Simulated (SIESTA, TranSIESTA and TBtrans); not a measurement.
Junction: Fe chain with one S atom in place of Fe. Leads: straight Fe chain, spacing 2.25 Å. Geometry: 3 atoms about the centre moved by SIESTA (PBE, DZP) to a largest force of 0.01 eV/Å, all others as built, motion along the axis alone.

TranSIESTA and TBtrans, PBE, DZP numerical orbitals (energy shift 0.15 eV), PseudoDojo norm-conserving scalar-relativistic potentials, mesh cutoff 200 Ry, 300 K, spin-polarised (collinear), no spin-orbit coupling; self-consistent non-equilibrium Green functions.

Energies count from the leads' Fermi level. Transmissions are for each spin. The energy step is 0.01 eV; narrower resonances are cut or missed.

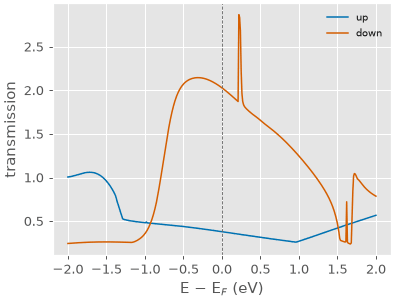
Transmission against energy

```tsv
E (eV)	T up	T down	lead channels up	down
-2.00	1.01	0.24	4	1
-1.80	1.05	0.26	4	1
-1.60	1.03	0.26	4	1
-1.40	0.83	0.26	4	1
-1.20	0.51	0.26	1	1
-1.00	0.48	0.36	1	3
-0.80	0.47	0.97	1	4
-0.60	0.45	1.90	1	4
-0.40	0.43	2.13	1	4
-0.20	0.40	2.13	1	4
0.00	0.38	2.03	1	4
0.20	0.35	1.88	1	4
0.40	0.33	1.72	1	band edge
0.60	0.30	1.58	1	band edge
0.80	0.28	1.43	1	4
1.00	0.27	1.25	3	4
1.20	0.33	1.03	3	4
1.40	0.39	0.75	3	4
1.60	0.45	0.26	3	2
1.80	0.51	0.95	3	3
2.00	0.57	0.79	3	3
```

The magnetic order of the leads was set by the start, and no other order was tried; the separate lead runs end at 3.39 (left) and 3.39 (right) μB an atom. The straight chain is held at its spacing; free chains may zigzag or dimerise.
